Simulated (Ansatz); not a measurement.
# SnH3 (SMILES [SnH3]) at UHF/STO-3G

What is the vertical doublet–quartet gap of SnH3 at UHF/STO-3G? 

Program for the calculation: Ansatz 0.2.0.

34 further runs of the same task are left out: 3 that didn't finish, 31 set aside as unsound or not needed.

### Step 1. The system as given

SnH3 has 4 atoms, charge 0, and is taken as a doublet. As SMILES, `[SnH3]`. Geometry: relaxed at PBE0-D4/def2-TZVP.

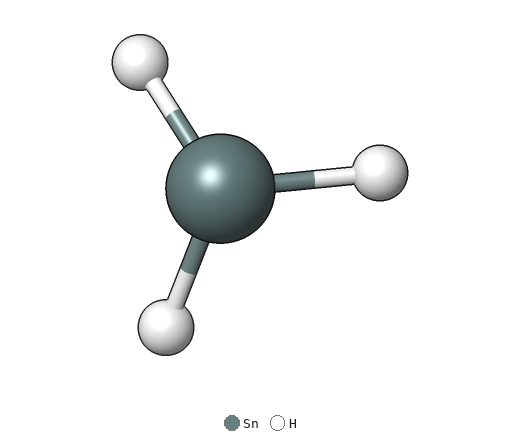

Viewed from a chosen angle; tin teal, hydrogen white.

### Step 2. A single-point energy at UHF/STO-3G

The input, run.yaml:

```yaml
crystal:
  periodic: [false, false, false]
  atoms:
    - {symbol: Sn, position_ang: [0.280200, -0.211600, -0.271700]}
    - {symbol: H, position_ang: [1.055200, 0.011000, 1.241700]}
    - {symbol: H, position_ang: [-1.125000, -1.172200, -0.064000]}
    - {symbol: H, position_ang: [-0.154900, 1.312500, -0.926300]}
basis:
  gaussian:
    orbitals: STO-3G
hamiltonian:
  xc: hf
accuracy: high
magnetization:
  spin_polarized: true
  initial_magnetization: 1
```

Command:

```
$ ansatz run run.yaml --threads 1 --pin off --max-ram 2610MiB --events-out events.jsonl --progress --plain --runs-dir runs
```

The log of the run:

```text
Warning: RAYON_NUM_THREADS=1 ignored (pool sized by the plan → 1); use --threads N
Functional definition: HF
  name "HF"
  exchange = exact_x
  correlation = 0
518 factors; integrals over basis functions are off by at most 4.9e-9 eV
mean field evaluation 1: about -162315.3200 eV, gradient 4.2e0 eV
mean field evaluation 2: about -162315.3139 eV, gradient 4.2e0 eV
mean field evaluation 4: about -162315.6237 eV, gradient 5.8e-1 eV
mean field evaluation 8: about -162315.6379 eV, gradient 1.4e-5 eV
mean field -162315.63793746 eV, -5964.9896727106 hartree, gradient 1.6e-8 eV, S^2 0.754142; 0 other end points of the search recorded, 0 dependent functions left out
reference -162315.63793746 eV, -5964.9896727106 hartree; 27, 26 occupied and 3, 4 virtual orbitals, 518 factors
Total energy: -162315.63793746 eV, -5964.9896727106 hartree
```

Run time: 0.51 s. Hardware: 1 thread of Arm Neoverse V1, shared host.

### Step 3. The quartet, same level

The input, in.yaml:

```yaml
crystal:
  periodic: [false, false, false]
  atoms:
    - symbol: Sn
      position_ang: [0.280200, -0.211600, -0.271700]
    - symbol: H
      position_ang: [1.055200, 0.011000, 1.241700]
    - symbol: H
      position_ang: [-1.125000, -1.172200, -0.064000]
    - symbol: H
      position_ang: [-0.154900, 1.312500, -0.926300]
basis:
  gaussian:
    orbitals: STO-3G
magnetization:
  spin_polarized: true
  initial_magnetization: 3
hamiltonian:
  xc: hf
accuracy: high
```

Command:

```
$ ansatz run in.yaml --threads 1 --pin off --max-ram 2610MiB --events-out events.jsonl --progress --plain --runs-dir runs
```

The log of the run:

```text
Warning: RAYON_NUM_THREADS=1 ignored (pool sized by the plan → 1); use --threads N
[... 4 set-up lines as earlier in the session ...]
518 factors; integrals over basis functions are off by at most 4.9e-9 eV
mean field evaluation 1: about -162302.8677 eV, gradient 5.9e0 eV
mean field evaluation 2: about -162302.9748 eV, gradient 5.9e0 eV
mean field evaluation 4: about -162304.0027 eV, gradient 2.2e0 eV
mean field evaluation 8: about -162304.0961 eV, gradient 1.3e0 eV
mean field evaluation 16: about -162305.5099 eV, gradient 1.2e-4 eV
mean field evaluation 32: about -162305.5107 eV, gradient 2.1e-8 eV
mean field evaluation 64: about -162303.9987 eV, gradient 2.9e-1 eV
mean field -162305.51074810 eV, -5964.6175053660 hartree, gradient 1.8e-8 eV, S^2 3.759412; 2 other end points of the search recorded, 0 dependent functions left out
reference -162305.51074810 eV, -5964.6175053660 hartree; 28, 25 occupied and 2, 5 virtual orbitals, 518 factors
Total energy: -162305.51074810 eV, -5964.6175053660 hartree
```

It took 0.91 s on 1 thread of Arm Neoverse V1, shared host.

### Step 4. What came out

At UHF/STO-3G:

```
                                        quantity           value
                           doublet: total energy  -5964.98967 Eh
                                   doublet: ⟨S²⟩           0.754
                           quartet: total energy  -5964.61751 Eh
                                   quartet: ⟨S²⟩           3.759
vertical energy of the quartet above the doublet       10.127 eV
```

**Reading.** At this shape the quartet lies 10.13 eV (977 kJ/mol) above the doublet. In a minimal basis such a difference can be off by several eV, whatever the method. Relativity is left out (doublet) although the molecule holds a heavy atom. Relativity is left out (quartet) although the molecule holds a heavy atom.
